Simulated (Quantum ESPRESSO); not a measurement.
CoPd2O2: workfunction calculation (part 1 of 3)

CoPd2O2 (slab, 5 atoms in the cell), computed with Kohn-Sham DFT of a periodic cell, PBE, SG15 PBE 1.2, spin-polarised (Quantum ESPRESSO 7.5).

The structure derives from an entry of the Crystallography Open Database.

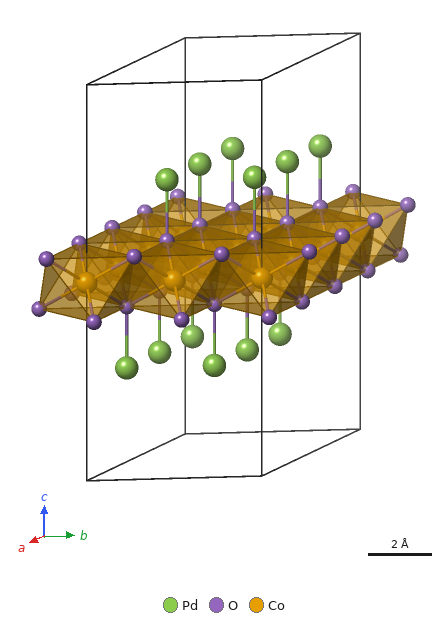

Fig. 1: The structure (polyhedral view of the 3 × 2 repeat of the cell, with the vacuum cut short, seen slightly off an axis; polyhedra are completed across the faces of the cell). An atom can appear more than once, as a periodic image.

Summary:

| quantity | value |
| --- | --- |
| outcome | converged |
| electrons treated | 65 |
| free energy | −11449.0950 eV |
| work function, top face | 4.68 eV |
| work function, bottom face | 4.68 eV |
| Fermi energy | 3.431 eV |
| gap on the k-point mesh | none (metallic) |
| net moment of the cell | 1.43 μB |
| integrated absolute moment | 1.53 μB |
| work function (upper face) | 4.68 eV |
| largest force (length of the vector) | 0.705 eV/Å |
| hardware | 1 thread of Arm Neoverse V2, 24 GiB of memory available, shared host |
| wall time | 10 min |
| peak memory | 0.55 GiB |

Notes:

Notes on the run: negative rho.

Input file:
```
&CONTROL
  calculation = 'scf'
  prefix = 'pwscf'
  outdir = './tmp'
  pseudo_dir = './pseudo'
  tprnfor = .true.
  disk_io = 'low'
/
&SYSTEM
  ibrav = 0
  celldm(1) = 8
  nat = 5
  ntyp = 3
  ecutwfc = 88
  nbnd = 46
  occupations = 'smearing'
  smearing = 'fd'
  degauss = 0.00367493
  nspin = 2
  starting_magnetization(1) = 0
  starting_magnetization(2) = 0
  starting_magnetization(3) = 0.1176
/
&ELECTRONS
  conv_thr = 5d-09
  electron_maxstep = 150
  mixing_beta = 0.3
  mixing_mode = 'local-TF'
/
ATOMIC_SPECIES
Pd   106.4200 Pd_ONCV_PBE-1.2.upf
O     15.9990 O_ONCV_PBE-1.2.upf
Co    58.9332 Co_ONCV_PBE-1.2.upf
CELL_PARAMETERS alat
  0.6720336204965  -0.0000000000000   0.0000000000000
 -0.3360168102438   0.5819981875446   0.0000000000000
  0.0000000000000   0.0000000000000   4.9510824465195
ATOMIC_POSITIONS crystal
Pd     0.6666666667    0.3333333333    0.3578244275
O      0.6666666667    0.3333333333    0.4534943702
Co     0.0000000000    0.0000000000    0.5000000000
O      0.3333333333    0.6666666667    0.5465056298
Pd     0.3333333333    0.6666666667    0.6421755725
K_POINTS automatic
11 11 1 0 0 0
```

File pp_density.in:
```
&INPUTPP
  prefix = 'pwscf'
  outdir = './tmp'
  filplot = 'density.dat'
  plot_num = 0
/
&PLOT
  nfile = 1
  filepp(1) = 'density.dat'
  iflag = 3
  output_format = 6
  fileout = 'density.cube'
/
```

File pp_potential.in:
```
&INPUTPP
  prefix = 'pwscf'
  outdir = './tmp'
  filplot = 'potential.dat'
  plot_num = 11
/
&PLOT
  nfile = 1
  filepp(1) = 'potential.dat'
  iflag = 3
  output_format = 6
  fileout = 'potential.cube'
/
```

File pp_spin.in:
```
&INPUTPP
  prefix = 'pwscf'
  outdir = './tmp'
  filplot = 'spin.dat'
  plot_num = 6
/
&PLOT
  nfile = 1
  filepp(1) = 'spin.dat'
  iflag = 3
  output_format = 6
  fileout = 'spin.cube'
/
```

File pp_elf.in:
```
&INPUTPP
  prefix = 'pwscf'
  outdir = './tmp'
  filplot = 'elf.dat'
  plot_num = 8
/
&PLOT
  nfile = 1
  filepp(1) = 'elf.dat'
  iflag = 3
  output_format = 6
  fileout = 'elf.cube'
/
```

Launch command:
```bash
OMP_NUM_THREADS=1 pw.x -in pw.in > pw.out
OMP_NUM_THREADS=1 pp.x -in pp_density.in > pp_density.out
OMP_NUM_THREADS=1 pp.x -in pp_potential.in > pp_potential.out
OMP_NUM_THREADS=1 pp.x -in pp_spin.in > pp_spin.out
OMP_NUM_THREADS=1 pp.x -in pp_elf.in > pp_elf.out
```

Output:
```
This program is part of the open-source Quantum ESPRESSO suite
     for quantum simulation of materials; please cite
         "P. Giannozzi et al., J. Phys.:Condens. Matter 21 395502 (2009);
         "P. Giannozzi et al., J. Phys.:Condens. Matter 29 465901 (2017);
         "P. Giannozzi et al., J. Chem. Phys. 152 154105 (2020);
          URL
     in publications or presentations arising from this work. More details at

     Message from routine setup:
     using ibrav=0 with symmetry is DISCOURAGED, use correct ibrav instead

     G-vector sticks info
     --------------------
     sticks:   dense  smooth     PW     G-vecs:    dense   smooth      PW
     Sum         703     703    199               110475   110475   17389

     Using Slab Decomposition

     bravais-lattice index     =            0
     lattice parameter (alat)  =       8.0000  a.u.
     unit-cell volume          =     991.4772 (a.u.)^3
     number of atoms/cell      =            5
     number of atomic types    =            3
     number of electrons       =        65.00
     number of Kohn-Sham states=           46
     kinetic-energy cutoff     =      88.0000  Ry
     charge density cutoff     =     352.0000  Ry
     scf convergence threshold =      5.0E-09
     mixing beta               =       0.3000
     number of iterations used =            8  local-TF  mixing
     Exchange-correlation= PBE
                           (   1   4   3   4   0   0   0)

     celldm(1)=   8.000000  celldm(2)=   0.000000  celldm(3)=   0.000000
     celldm(4)=   0.000000  celldm(5)=   0.000000  celldm(6)=   0.000000

     crystal axes: (cart. coord. in units of alat)
               a(1) = (   0.672034  -0.000000   0.000000 )
               a(2) = (  -0.336017   0.581998   0.000000 )
               a(3) = (   0.000000   0.000000   4.951082 )

     reciprocal axes: (cart. coord. in units 2 pi/alat)
               b(1) = (  1.488021  0.859109 -0.000000 )
               b(2) = (  0.000000  1.718218 -0.000000 )
               b(3) = ( -0.000000 -0.000000  0.201976 )

     PseudoPot. # 1 for Pd read from file:
     Pd_ONCV_PBE-1.2.upf
     Pseudo is Norm-conserving, Zval = 18.0
     Generated using ONCVPSP code by D. R. Hamann
     Using radial grid of  602 points,  6 beta functions with:
                l(1) =   0
                l(2) =   0
                l(3) =   1
                l(4) =   1
                l(5) =   2
                l(6) =   2

     PseudoPot. # 2 for O  read from file:
     O_ONCV_PBE-1.2.upf
     Pseudo is Norm-conserving, Zval =  6.0
     Generated using ONCVPSP code by D. R. Hamann
     Using radial grid of  602 points,  4 beta functions with:
                l(1) =   0
                l(2) =   0
                l(3) =   1
                l(4) =   1

     PseudoPot. # 3 for Co read from file:
     Co_ONCV_PBE-1.2.upf
     Pseudo is Norm-conserving, Zval = 17.0
     Generated using ONCVPSP code by D. R. Hamann
     Using radial grid of  602 points,  6 beta functions with:
                l(1) =   0
                l(2) =   0
                l(3) =   1
                l(4) =   1
                l(5) =   2
                l(6) =   2

     atomic species   valence    mass     pseudopotential
     Pd               18.00   106.42000     Pd( 1.00)
     O                 6.00    15.99900     O ( 1.00)
     Co               17.00    58.93320     Co( 1.00)

     Starting magnetic structure
     atomic species   magnetization
     Pd              0.000
     O               0.000
     Co              0.118

     12 Sym. Ops., with inversion, found

   Cartesian axes

     site n.     atom                  positions (alat units)
         1        Pd     tau(   1) = (   0.3360168   0.1939994   1.7716182  )
         2        O      tau(   2) = (   0.3360168   0.1939994   2.2452880  )
         3        Co     tau(   3) = (   0.0000000   0.0000000   2.4755412  )
         4        O      tau(   4) = (  -0.0000000   0.3879988   2.7057944  )
         5        Pd     tau(   5) = (  -0.0000000   0.3879988   3.1794642  )

     number of k points=    16  Fermi-Dirac smearing, width (Ry)=  0.0037
                       cart. coord. in units 2pi/alat
        k(    1) = (   0.0000000   0.0000000   0.0000000), wk =   0.0082645
        k(    2) = (   0.0000000   0.1562017   0.0000000), wk =   0.0495868
        k(    3) = (   0.0000000   0.3124033   0.0000000), wk =   0.0495868
        k(    4) = (   0.0000000   0.4686050   0.0000000), wk =   0.0495868
        k(    5) = (   0.0000000   0.6248067   0.0000000), wk =   0.0495868
        k(    6) = (   0.0000000   0.7810084   0.0000000), wk =   0.0495868
        k(    7) = (   0.1352746   0.2343025   0.0000000), wk =   0.0495868
        k(    8) = (   0.1352746   0.3905042   0.0000000), wk =   0.0991736
        k(    9) = (   0.1352746   0.5467059   0.0000000), wk =   0.0991736
        k(   10) = (   0.1352746   0.7029075   0.0000000), wk =   0.0991736
        k(   11) = (   0.1352746   0.8591092   0.0000000), wk =   0.0495868
        k(   12) = (   0.2705492   0.4686050   0.0000000), wk =   0.0495868
        k(   13) = (   0.2705492   0.6248067   0.0000000), wk =   0.0991736
        k(   14) = (   0.2705492   0.7810084   0.0000000), wk =   0.0991736
        k(   15) = (   0.4058239   0.7029075   0.0000000), wk =   0.0495868
        k(   16) = (   0.4058239   0.8591092   0.0000000), wk =   0.0495868

     Dense  grid:   110475 G-vectors     FFT dimensions: (  36,  36, 240)

     Generating pointlists ...
     new r_m :   0.1954 (alat units)  1.5631 (a.u.) for type    1
     new r_m :   0.1861 (alat units)  1.4889 (a.u.) for type    2
     new r_m :   0.1861 (alat units)  1.4889 (a.u.) for type    3

     Initial potential from superposition of free atoms

     starting charge      64.8712, renormalised to      65.0000

     negative rho (up, down):  1.252E-04 1.219E-04
     Starting wfcs are random

     Self-consistent Calculation

     iteration #  1     ecut=    88.00 Ry     beta= 0.30
     Davidson diagonalization with overlap
     ethr =  1.00E-02,  avg # of iterations = 11.8

     total energy              =    -841.31589518 Ry
     estimated scf accuracy    <       2.90233958 Ry

     total magnetization       =     1.87 Bohr mag/cell
     absolute magnetization    =     1.96 Bohr mag/cell

     iteration #  2     ecut=    88.00 Ry     beta= 0.30
     Davidson diagonalization with overlap
     ethr =  4.47E-03,  avg # of iterations =  1.0

     total energy              =    -841.49420717 Ry
     estimated scf accuracy    <       1.35835343 Ry

     total magnetization       =     1.00 Bohr mag/cell
     absolute magnetization    =     1.09 Bohr mag/cell

     iteration #  3     ecut=    88.00 Ry     beta= 0.30
     Davidson diagonalization with overlap
     ethr =  2.09E-03,  avg # of iterations =  1.0

     total energy              =    -841.47855821 Ry
     estimated scf accuracy    <       0.33086432 Ry

     total magnetization       =     0.97 Bohr mag/cell
     absolute magnetization    =     1.09 Bohr mag/cell

     iteration #  4     ecut=    88.00 Ry     beta= 0.30
     Davidson diagonalization with overlap
     ethr =  5.09E-04,  avg # of iterations =  1.4

     total energy              =    -841.48403037 Ry
     estimated scf accuracy    <       0.06114350 Ry

     total magnetization       =     0.98 Bohr mag/cell
     absolute magnetization    =     1.10 Bohr mag/cell

     iteration #  5     ecut=    88.00 Ry     beta= 0.30
     Davidson diagonalization with overlap
     ethr =  9.41E-05,  avg # of iterations =  4.5

     total energy              =    -841.48957830 Ry
     estimated scf accuracy    <       0.02718885 Ry

     total magnetization       =     1.02 Bohr mag/cell
     absolute magnetization    =     1.08 Bohr mag/cell

     iteration #  6     ecut=    88.00 Ry     beta= 0.30
     Davidson diagonalization with overlap
     ethr =  4.18E-05,  avg # of iterations =  3.1

     total energy              =    -841.49315986 Ry
     estimated scf accuracy    <       0.02770861 Ry

     total magnetization       =     1.09 Bohr mag/cell
     absolute magnetization    =     1.17 Bohr mag/cell

     iteration #  7     ecut=    88.00 Ry     beta= 0.30
     Davidson diagonalization with overlap
     ethr =  4.18E-05,  avg # of iterations =  3.5

     total energy              =    -841.49356590 Ry
     estimated scf accuracy    <       0.01641174 Ry

     total magnetization       =     1.16 Bohr mag/cell
     absolute magnetization    =     1.23 Bohr mag/cell

     iteration #  8     ecut=    88.00 Ry     beta= 0.30
     Davidson diagonalization with overlap
     ethr =  2.52E-05,  avg # of iterations =  2.2

     total energy              =    -841.49070659 Ry
     estimated scf accuracy    <       0.00782643 Ry

     total magnetization       =     1.21 Bohr mag/cell
     absolute magnetization    =     1.28 Bohr mag/cell

     iteration #  9     ecut=    88.00 Ry     beta= 0.30
     Davidson diagonalization with overlap
     ethr =  1.20E-05,  avg # of iterations =  5.6

     total energy              =    -841.49291491 Ry
     estimated scf accuracy    <       0.00149858 Ry

     total magnetization       =     1.42 Bohr mag/cell
     absolute magnetization    =     1.53 Bohr mag/cell

     iteration # 10     ecut=    88.00 Ry     beta= 0.30
     Davidson diagonalization with overlap
     ethr =  2.31E-06,  avg # of iterations =  3.2

     negative rho (up, down):  4.837E-04 1.599E-03

     total energy              =    -841.49243797 Ry
     estimated scf accuracy    <       0.00124370 Ry

     total magnetization       =     1.41 Bohr mag/cell
     absolute magnetization    =     1.53 Bohr mag/cell

     iteration # 11     ecut=    88.00 Ry     beta= 0.30
     Davidson diagonalization with overlap
     ethr =  1.91E-06,  avg # of iterations =  5.9

     negative rho (up, down):  5.406E-04 1.443E-03

     total energy              =    -841.49269112 Ry
     estimated scf accuracy    <       0.00079920 Ry

     total magnetization       =     1.46 Bohr mag/cell
     absolute magnetization    =     1.60 Bohr mag/cell

     iteration # 12     ecut=    88.00 Ry     beta= 0.30
     Davidson diagonalization with overlap
     ethr =  1.23E-06,  avg # of iterations =  2.0

     negative rho (up, down):  2.813E-04 5.526E-04

     total energy              =    -841.49282931 Ry
     estimated scf accuracy    <       0.00039574 Ry

     total magnetization       =     1.45 Bohr mag/cell
     absolute magnetization    =     1.58 Bohr mag/cell

     iteration # 13     ecut=    88.00 Ry     beta= 0.30
     Davidson diagonalization with overlap
     ethr =  6.09E-07,  avg # of iterations =  4.8

     negative rho (up, down):  2.814E-04 3.846E-04

     total energy              =    -841.49289881 Ry
     estimated scf accuracy    <       0.00020471 Ry

     total magnetization       =     1.44 Bohr mag/cell
     absolute magnetization    =     1.56 Bohr mag/cell

     iteration # 14     ecut=    88.00 Ry     beta= 0.30
     Davidson diagonalization with overlap
     ethr =  3.15E-07,  avg # of iterations =  4.6

     negative rho (up, down):  2.340E-04 2.668E-04

     total energy              =    -841.49295421 Ry
     estimated scf accuracy    <       0.00001677 Ry

     total magnetization       =     1.43 Bohr mag/cell
     absolute magnetization    =     1.54 Bohr mag/cell

     iteration # 15     ecut=    88.00 Ry     beta= 0.30
     Davidson diagonalization with overlap
     ethr =  2.58E-08,  avg # of iterations =  3.8

     negative rho (up, down):  4.424E-05 5.946E-05

     total energy              =    -841.49295800 Ry
     estimated scf accuracy    <       0.00000406 Ry

     total magnetization       =     1.42 Bohr mag/cell
     absolute magnetization    =     1.53 Bohr mag/cell

     iteration # 16     ecut=    88.00 Ry     beta= 0.30
     Davidson diagonalization with overlap
     ethr =  6.25E-09,  avg # of iterations =  5.4

     negative rho (up, down):  6.327E-05 6.413E-05

     total energy              =    -841.49295956 Ry
     estimated scf accuracy    <       0.00000492 Ry

     total magnetization       =     1.42 Bohr mag/cell
     absolute magnetization    =     1.53 Bohr mag/cell

     iteration # 17     ecut=    88.00 Ry     beta= 0.30
     Davidson diagonalization with overlap
     ethr =  6.25E-09,  avg # of iterations =  4.1

     negative rho (up, down):  3.894E-05 4.031E-05

     total energy              =    -841.49295979 Ry
     estimated scf accuracy    <       0.00000023 Ry

     total magnetization       =     1.43 Bohr mag/cell
     absolute magnetization    =     1.53 Bohr mag/cell

     iteration # 18     ecut=    88.00 Ry     beta= 0.30
     Davidson diagonalization with overlap
     ethr =  3.60E-10,  avg # of iterations =  2.2

     negative rho (up, down):  5.869E-06 1.372E-05

     total energy              =    -841.49295945 Ry
     estimated scf accuracy    <       0.00000011 Ry

     total magnetization       =     1.43 Bohr mag/cell
     absolute magnetization    =     1.53 Bohr mag/cell

     iteration # 19     ecut=    88.00 Ry     beta= 0.30
     Davidson diagonalization with overlap
     ethr =  1.73E-10,  avg # of iterations =  4.2

     negative rho (up, down):  0.000E+00 2.551E-06

     total energy              =    -841.49295948 Ry
     estimated scf accuracy    <       0.00000002 Ry

     total magnetization       =     1.43 Bohr mag/cell
     absolute magnetization    =     1.53 Bohr mag/cell

     iteration # 20     ecut=    88.00 Ry     beta= 0.30
     Davidson diagonalization with overlap
     ethr =  3.49E-11,  avg # of iterations =  2.2

     Magnetic moment per site  (integrated on atomic sphere of radius R)
     atom   1 (R=0.195)  charge= 13.9459  magn=  0.3776
     atom   2 (R=0.186)  charge=  5.2680  magn=  0.0645
     atom   3 (R=0.186)  charge= 14.1220  magn=  0.2985
     atom   4 (R=0.186)  charge=  5.2680  magn=  0.0645
     atom   5 (R=0.195)  charge= 13.9459  magn=  0.3776

     End of self-consistent calculation

 ------ SPIN UP ------------

          k = 0.0000 0.0000 0.0000 ( 13655 PWs)   bands (ev):

   -92.1997 -80.6911 -80.6911 -55.5736 -55.4520 -55.4520 -46.6968 -46.6967
   -46.2145 -46.2145 -46.2145 -46.2145 -17.4299 -15.7961  -4.5912  -2.6188
    -2.6188  -1.7356  -1.2701  -1.2567   0.2955   0.2955   1.1383   1.1383
     1.1461   1.1461   1.6833   1.6833   1.8711   2.2884   2.2884   2.6866
     2.6866   2.8632   3.3119   5.1684   5.1684   7.2824   7.7758   8.1497
     9.3189   9.5869  11.1405  12.4002  13.4233  14.5042

          k = 0.0000 0.1562 0.0000 ( 13710 PWs)   bands (ev):

   -92.1992 -80.6893 -80.6893 -55.5728 -55.4575 -55.4533 -46.6947 -46.6947
   -46.2317 -46.2317 -46.2188 -46.2188 -17.3371 -15.7864  -4.4899  -2.9587
    -2.5721  -1.4460  -1.0994  -0.9763  -0.1758   0.0677   1.0570   1.0578
     1.2891   1.2910   1.6917   1.8290   1.9436   2.0260   2.2616   2.5039
     2.7010   3.1061   3.5012   4.9907   5.1110   7.5180   7.9523   8.4169
     9.5624   9.8556  11.4258  12.6062  13.7390  14.7098

          k = 0.0000 0.3124 0.0000 ( 13776 PWs)   bands (ev):

   -92.1978 -80.6845 -80.6845 -55.5705 -55.4723 -55.4568 -46.6891 -46.6891
   -46.2775 -46.2775 -46.2302 -46.2302 -17.0775 -15.7629  -4.2171  -3.4176
    -2.4508  -1.4156  -1.1765  -0.4068  -0.3570  -0.2856   0.9401   0.9717
     1.4754   1.5811   1.6958   1.6992   2.0108   2.1724   2.1938   2.3420
     2.7532   3.3437   3.8003   4.7709   4.9893   8.1454   8.4705   9.1392
    10.2004  10.6412  12.2021  13.2035  14.5774  15.2673

          k = 0.0000 0.4686 0.0000 ( 13810 PWs)   bands (ev):

   -92.1960 -80.6783 -80.6783 -55.5676 -55.4915 -55.4614 -46.6819 -46.6819
   -46.3373 -46.3373 -46.2451 -46.2451 -16.7075 -15.7422  -3.9305  -3.6953
    -2.3704  -2.3108  -1.1773  -0.7232  -0.2238  -0.1246   1.0679   1.2110
     1.3169   1.7346   2.0556   2.1154   2.1607   2.2742   2.2813   2.6221
     2.7668   3.3078   4.1664   4.9128   4.9714   9.0973   9.3162  10.1916
    11.1360  11.8130  13.2938  14.0136  15.5885  15.6816

          k = 0.0000 0.6248 0.0000 ( 13816 PWs)   bands (ev):

   -92.1944 -80.6725 -80.6725 -55.5649 -55.5092 -55.4656 -46.6752 -46.6752
   -46.3918 -46.3918 -46.2588 -46.2588 -16.3167 -15.7494  -4.1645  -3.5864
    -2.7987  -2.2242  -1.4769  -0.9278  -0.4007  -0.3628   0.7708   1.0525
     1.6451   2.0172   2.1113   2.3674   2.6312   2.6438   2.8674   2.8710
     2.9101   3.8370   4.9246   4.9278   5.4840  10.2847  10.4022  11.5061
    12.1728  13.0086  13.1352  13.6142  14.4889  15.2148

          k = 0.0000 0.7810 0.0000 ( 13866 PWs)   bands (ev):

   -92.1934 -80.6691 -80.6691 -55.5634 -55.5197 -55.4681 -46.6712 -46.6712
   -46.4241 -46.4241 -46.2669 -46.2669 -16.0035 -15.8208  -4.5017  -3.5122
    -2.6921  -2.2052  -1.8224  -0.9878  -0.5553  -0.5270   0.5827   0.9708
     1.6580   1.9756   2.1929   2.4364   2.5288   2.8633   3.0867   3.2516
     3.2519   4.7421   4.9683   6.2937   6.4458  10.0711  10.0890  12.3291
    12.5805  13.1620  13.7897  14.0447  14.4833  15.0385

          k = 0.1353 0.2343 0.0000 ( 13762 PWs)   bands (ev):
```
